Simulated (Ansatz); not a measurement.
Geometry relaxation of CHBrSi

The run: geometry relaxation of CHBrSi. Method and program: UKS B3LYP/def2-SVP (Ansatz 0.2.0).

It belongs to a series of runs on one base structure; here: end point A relaxed. Figures and captions count atoms from 1; the log counts them from 0 in places.

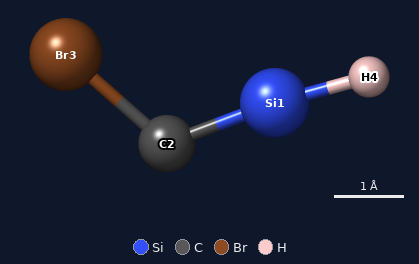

Fig. 1: The input geometry (ball-and-stick view, seen at a tilt; atoms are numbered from 1 in the order of the input). Bond lengths as drawn: Br–C 1.96 Å, C–Si 1.72 Å and H–Si 1.46 Å.

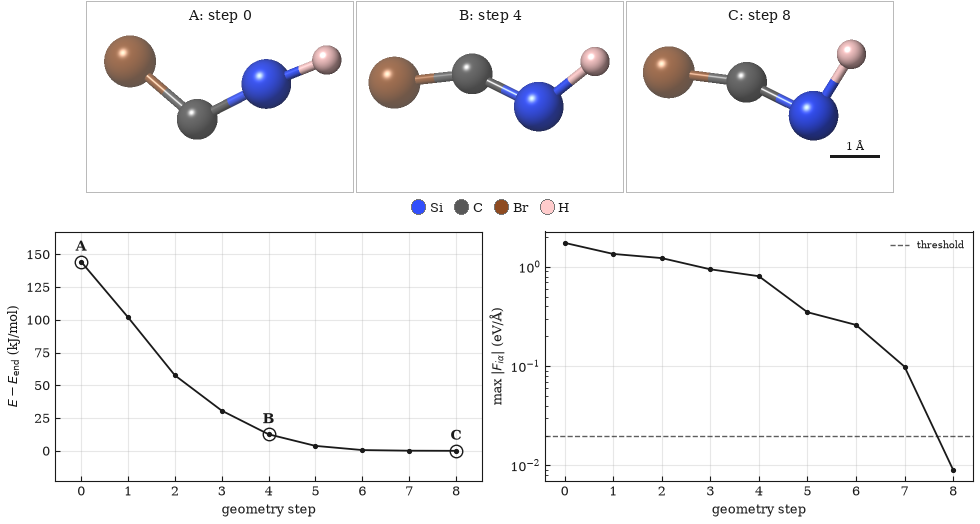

Fig. 2: Frames of the relaxation (ball-and-stick view, seen at a tilt) above the curves, on which the letters mark them (the first geometry is step 0 here and step 1 in the log).

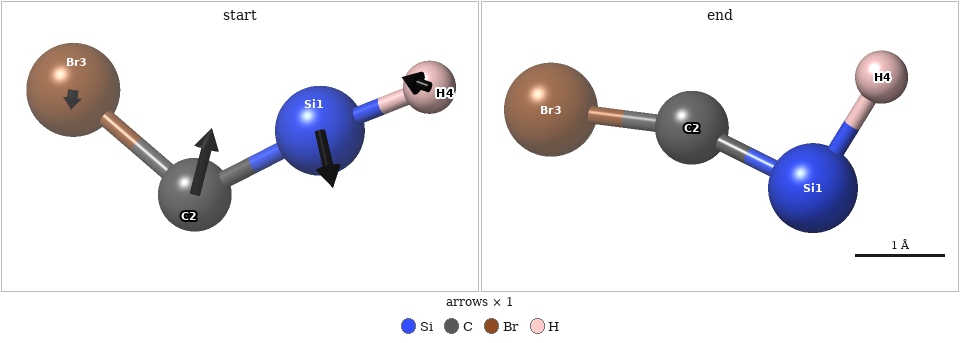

Fig. 3: Before (left) and after (right) the relaxation, at one scale (ball-and-stick view, seen at a tilt). The black arrows give the displacements, at true length. The atom that moves furthest after the best rigid fit is C2 (0.78 Å). By element the largest moves are C 0.78 Å, Si 0.68 Å, H 0.37 Å, Br 0.23 Å. Among the contacts that change: C2–Br3 1.963 → 1.795 Å, Si1–H4 1.458 → 1.509 Å, Si1–C2 1.722 → 1.693 Å. Among the angles that change: C2–Si1–H4 174.9° → 99.6°, Si1–C2–Br3 117.9° → 162.7°. Over 8 geometry steps the energy falls by 144.3 kJ/mol. Largest force component: 1.7 eV/Å at the start, 0.0091 eV/Å at the end. (Atoms are counted from 1 in the order of the input.)

These pictures come from the run below.

The input
```yaml
crystal:
  periodic: [false, false, false]
  atoms:
    - { symbol: Si, position_ang: [-0.60487, 0.28705, -0.49227] }
    - { symbol: C, position_ang: [0.38454, -0.99724, 0.08938] }
    - { symbol: Br, position_ang: [1.71905, -0.57641, 1.46663] }
    - { symbol: H, position_ang: [-1.49872, 1.2866, -1.06373] }
magnetization:
  spin_polarized: true
basis:
  gaussian: { orbitals: def2-SVP }
hamiltonian:
  xc: b3lyp
relax:
  f_tol: 0.02
  max_steps: 50
```

Launched with:
```bash
ansatz run input.yaml --threads 2 --pin off --max-ram 3072MiB --backend cpu --events-out ev --progress --plain --runs-dir out
```

The program's output
```
The last accepted step is kept in [file] (removed where the run ends without a failure and the disk answers)
Engine: ansatz 0.2.0, aarch64-unknown-linux-gnu
Functional definition: B3LYP
  parameter a0 = 0.2
  parameter ax = 0.72
  parameter ac = 0.81
  exchange = (1 - a0 - ax)*slater_x + ax*b88_x + a0*exact_x
  correlation = (1 - ac)*vwn_rpa_c + ac*lyp_c
718 factors; integrals over basis functions are off by at most 3.0e-4 eV
mean field evaluation 1: about -78952.0046 eV, gradient 3.9e1 eV
mean field evaluation 2: about -78892.2368 eV, gradient 8.1e1 eV
mean field evaluation 4: about -78961.0633 eV, gradient 5.2e0 eV
mean field evaluation 8: about -78961.2134 eV, gradient 3.1e-1 eV
mean field evaluation 16: about -78961.2140 eV, gradient 1.3e-4 eV
mean field evaluation 32: about -78960.5634 eV, gradient 3.5e0 eV
mean field -78961.21400884 eV, -2901.7710929917 hartree, gradient 3.4e-6 eV, S^2 0.000000; 4 other end points of the search recorded, 0 dependent functions left out
the calculation of the forces begins
reference -78961.21422141 eV, -2901.7711008036 hartree; 28, 28 occupied and 41, 41 virtual orbitals, 718 factors
relax step   1: F+E_penalty+E_count = -78961.21400884 eV  Δ(F+E_penalty+E_count) = +0.000e0 eV  max|allowed force component| = 1.749e0 eV/Å  Δτ_max = 0.0000 Å  (88 SCF iters, accepted)
these checks for a lower state are left out or cut short: starts, cluster_reference, orbital_swaps, neighbouring_geometries, increment
718 factors; integrals over basis functions are off by at most 3.1e-4 eV
mean field -78961.65313726 eV, -2901.7872306634 hartree, gradient 8.9e-6 eV, S^2 0.000000; 0 other end points of the search recorded, 0 dependent functions left out
the calculation of the forces begins
reference -78961.65334638 eV, -2901.7872383484 hartree; 28, 28 occupied and 41, 41 virtual orbitals, 718 factors
relax step   2: F+E_penalty+E_count = -78961.65313726 eV  Δ(F+E_penalty+E_count) = -4.391e-1 eV  max|allowed force component| = 1.353e0 eV/Å  Δτ_max = 0.1830 Å  (50 SCF iters, accepted)
these checks for a lower state are left out or cut short: starts, cluster_reference, orbital_swaps, neighbouring_geometries, increment
718 factors; integrals over basis functions are off by at most 4.7e-4 eV
mean field -78962.11261781 eV, -2901.8041162621 hartree, gradient 3.5e-6 eV, S^2 0.000000; 0 other end points of the search recorded, 0 dependent functions left out
the calculation of the forces begins
reference -78962.11282711 eV, -2901.8041239540 hartree; 28, 28 occupied and 41, 41 virtual orbitals, 718 factors
relax step   3: F+E_penalty+E_count = -78962.11261781 eV  Δ(F+E_penalty+E_count) = -4.595e-1 eV  max|allowed force component| = 1.228e0 eV/Å  Δτ_max = 0.1953 Å  (56 SCF iters, accepted)
these checks for a lower state are left out or cut short: starts, cluster_reference, orbital_swaps, neighbouring_geometries, increment
718 factors; integrals over basis functions are off by at most 6.1e-4 eV
mean field evaluation 64: about -78962.3920 eV, gradient 2.4e-5 eV
mean field -78962.39200786 eV, -2901.8143836572 hartree, gradient 3.4e-6 eV, S^2 0.000000; 0 other end points of the search recorded, 0 dependent functions left out
the calculation of the forces begins
reference -78962.39221926 eV, -2901.8143914261 hartree; 28, 28 occupied and 41, 41 virtual orbitals, 718 factors
relax step   4: F+E_penalty+E_count = -78962.39200786 eV  Δ(F+E_penalty+E_count) = -2.794e-1 eV  max|allowed force component| = 9.467e-1 eV/Å  Δτ_max = 0.1955 Å  (55 SCF iters, accepted)
these checks for a lower state are left out or cut short: starts, cluster_reference, orbital_swaps, neighbouring_geometries, increment
718 factors; integrals over basis functions are off by at most 6.8e-4 eV
mean field -78962.57916965 eV, -2901.8212617260 hartree, gradient 1.1e-5 eV, S^2 0.000000; 0 other end points of the search recorded, 0 dependent functions left out
the calculation of the forces begins
reference -78962.57938118 eV, -2901.8212694997 hartree; 28, 28 occupied and 41, 41 virtual orbitals, 718 factors
relax step   5: F+E_penalty+E_count = -78962.57916965 eV  Δ(F+E_penalty+E_count) = -1.872e-1 eV  max|allowed force component| = 8.070e-1 eV/Å  Δτ_max = 0.1955 Å  (49 SCF iters, accepted)
these checks for a lower state are left out or cut short: starts, cluster_reference, orbital_swaps, neighbouring_geometries, increment
718 factors; integrals over basis functions are off by at most 8.0e-4 eV
mean field -78962.67086424 eV, -2901.8246314401 hartree, gradient 7.1e-6 eV, S^2 0.000000; 0 other end points of the search recorded, 0 dependent functions left out
the calculation of the forces begins
reference -78962.67107932 eV, -2901.8246393441 hartree; 28, 28 occupied and 41, 41 virtual orbitals, 718 factors
relax step   6: F+E_penalty+E_count = -78962.67086424 eV  Δ(F+E_penalty+E_count) = -9.169e-2 eV  max|allowed force component| = 3.500e-1 eV/Å  Δτ_max = 0.1439 Å  (50 SCF iters, accepted)
these checks for a lower state are left out or cut short: starts, cluster_reference, orbital_swaps, neighbouring_geometries, increment
718 factors; integrals over basis functions are off by at most 8.9e-4 eV
mean field -78962.70384594 eV, -2901.8258434953 hartree, gradient 1.5e-5 eV, S^2 0.000000; 0 other end points of the search recorded, 0 dependent functions left out
the calculation of the forces begins
reference -78962.70406206 eV, -2901.8258514376 hartree; 28, 28 occupied and 41, 41 virtual orbitals, 718 factors
relax step   7: F+E_penalty+E_count = -78962.70384594 eV  Δ(F+E_penalty+E_count) = -3.298e-2 eV  max|allowed force component| = 2.607e-1 eV/Å  Δτ_max = 0.1346 Å  (50 SCF iters, accepted)
these checks for a lower state are left out or cut short: starts, cluster_reference, orbital_swaps, neighbouring_geometries, increment
718 factors; integrals over basis functions are off by at most 9.3e-4 eV
mean field evaluation 96: about -78962.7089 eV, gradient 4.2e-6 eV
mean field -78962.70885247 eV, -2901.8260274820 hartree, gradient 4.2e-6 eV, S^2 0.000000; 0 other end points of the search recorded, 0 dependent functions left out
the calculation of the forces begins
reference -78962.70906819 eV, -2901.8260354095 hartree; 28, 28 occupied and 41, 41 virtual orbitals, 718 factors
relax step   8: F+E_penalty+E_count = -78962.70885247 eV  Δ(F+E_penalty+E_count) = -5.007e-3 eV  max|allowed force component| = 9.899e-2 eV/Å  Δτ_max = 0.0488 Å  (52 SCF iters, accepted)
these checks for a lower state are left out or cut short: starts, cluster_reference, orbital_swaps, neighbouring_geometries, increment
718 factors; integrals over basis functions are off by at most 9.4e-4 eV
mean field -78962.70998783 eV, -2901.8260692057 hartree, gradient 1.1e-5 eV, S^2 0.000000; 0 other end points of the search recorded, 0 dependent functions left out
the calculation of the forces begins
reference -78962.71020316 eV, -2901.8260771186 hartree; 28, 28 occupied and 41, 41 virtual orbitals, 718 factors
relax step   9: F+E_penalty+E_count = -78962.70998783 eV  Δ(F+E_penalty+E_count) = -1.135e-3 eV  max|allowed force component| = 9.058e-3 eV/Å  Δτ_max = 0.0351 Å  (55 SCF iters, accepted)
718 factors; integrals over basis functions are off by at most 9.4e-4 eV
mean field evaluation 128: about -78962.2489 eV, gradient 2.6e0 eV
mean field -78962.70998783 eV, -2901.8260692057 hartree, gradient 1.1e-5 eV, S^2 0.000000; 3 other end points of the search recorded, 0 dependent functions left out
the calculation of the forces begins
reference -78962.71020316 eV, -2901.8260771186 hartree; 28, 28 occupied and 41, 41 virtual orbitals, 718 factors
Total energy: -78962.71020316 eV, -2901.8260771186 hartree
Atom 0 at    -0.549529     1.084218    -0.218086 Å, force    -0.004182    -0.001571    -0.006174 eV/Å
Atom 1 at     0.383102    -0.231564     0.296367 Å, force    -0.002075     0.001357     0.004185 eV/Å
Atom 2 at     1.588013    -1.245043     1.159304 Å, force    -0.002802     0.000635    -0.005426 eV/Å
Atom 3 at    -1.421585     0.392389    -1.237575 Å, force     0.009058    -0.000421     0.007415 eV/Å
Dipole moment:     0.065863    -0.073869     0.043248 e Å
```

Trajectory as extended XYZ (Å, eV, eV/Å), 9 frames, from step=1 to step=9
```
4
Properties=species:S:1:pos:R:3:forces:R:3 step=1 energy=-78961.21401
Si   -0.6049    0.2871   -0.4923    1.5975  -0.9031   1.2648
C     0.3845   -0.9972    0.0894   -0.4651   1.7488   0.0395
Br    1.7190   -0.5764    1.4666   -0.4151  -0.6984  -0.5839
H    -1.4987    1.2866   -1.0637   -0.7172  -0.1474  -0.7204
4
Properties=species:S:1:pos:R:3:forces:R:3 step=2 energy=-78961.65314
Si   -0.5793    0.3989   -0.4372    0.6725  -0.0073   0.6352
C     0.3953   -0.8664    0.1353    0.1652   1.3526   0.5272
Br    1.7917   -0.7410    1.4902   -0.8811  -0.5504  -0.9842
H    -1.6077    1.2085   -1.1883    0.0434  -0.7949  -0.1783
4
Properties=species:S:1:pos:R:3:forces:R:3 step=3 energy=-78962.11262
Si   -0.5216    0.5474   -0.3418   -1.1356   1.2278  -0.7352
C     0.4130   -0.7022    0.1970    0.4898   0.1280   0.4975
Br    1.7780   -0.8984    1.4340   -0.2151  -0.4471  -0.3267
H    -1.6694    1.0532   -1.2892    0.8610  -0.9087   0.5643
4
Properties=species:S:1:pos:R:3:forces:R:3 step=4 energy=-78962.39201
Si   -0.5197    0.7341   -0.2882   -0.9328   0.6557  -0.7015
C     0.4109   -0.5376    0.2400    0.8798  -0.3356   0.7396
Br    1.7858   -1.0633    1.3960   -0.8938   0.1603  -0.8017
H    -1.6769    0.8668   -1.3478    0.9467  -0.4804   0.7637
4
Properties=species:S:1:pos:R:3:forces:R:3 step=5 energy=-78962.57917
Si   -0.5047    0.8734   -0.2353   -0.8054   0.1634  -0.7177
C     0.4147   -0.4338    0.2721   -0.4091   0.3305  -0.2954
Br    1.6986   -1.1238    1.2969    0.4075  -0.3873   0.2782
H    -1.6085    0.6842   -1.3337    0.8070  -0.1067   0.7348
4
Properties=species:S:1:pos:R:3:forces:R:3 step=6 energy=-78962.67086
Si   -0.5390    0.9689   -0.2411   -0.0239  -0.0556  -0.0379
C     0.4154   -0.3118    0.3074   -0.1664  -0.0416  -0.1707
Br    1.6691   -1.2142    1.2433   -0.1597   0.1727  -0.1024
H    -1.5454    0.5571   -1.3095    0.3500  -0.0755   0.3111
4
Properties=species:S:1:pos:R:3:forces:R:3 step=7 energy=-78962.70385
Si   -0.5371    1.0376   -0.2197   -0.2444   0.1873  -0.1800
C     0.3844   -0.2738    0.2870    0.2607  -0.2604   0.1770
Br    1.6197   -1.2221    1.1952   -0.1098   0.0518  -0.0911
H    -1.4671    0.4584   -1.2624    0.0935   0.0213   0.0940
4
Properties=species:S:1:pos:R:3:forces:R:3 step=8 energy=-78962.70885
Si   -0.5444    1.0651   -0.2195   -0.0815   0.0693  -0.0574
C     0.3830   -0.2486    0.2948    0.0934  -0.0990   0.0591
Br    1.6021   -1.2363    1.1734   -0.0465   0.0264  -0.0357
H    -1.4407    0.4197   -1.2487    0.0346   0.0032   0.0340
4
Properties=species:S:1:pos:R:3:forces:R:3 step=9 energy=-78962.70999
Si   -0.5495    1.0842   -0.2181   -0.0042  -0.0016  -0.0062
C     0.3831   -0.2316    0.2964   -0.0021   0.0014   0.0042
Br    1.5880   -1.2450    1.1593   -0.0028   0.0006  -0.0054
H    -1.4216    0.3924   -1.2376    0.0091  -0.0004   0.0074
```

Results in brief

```csv
quantity,value
outcome,converged
total energy,−78962.7102 eV
mean-field energy,−78962.7102 eV
largest force (length of the vector) at the end,0.012 eV/Å
hardware,"2 threads of Arm Neoverse V1, 24 GiB of memory available, shared host"
wall time,25 s (CPU time 48 s)
peak memory,0.2 GiB
```
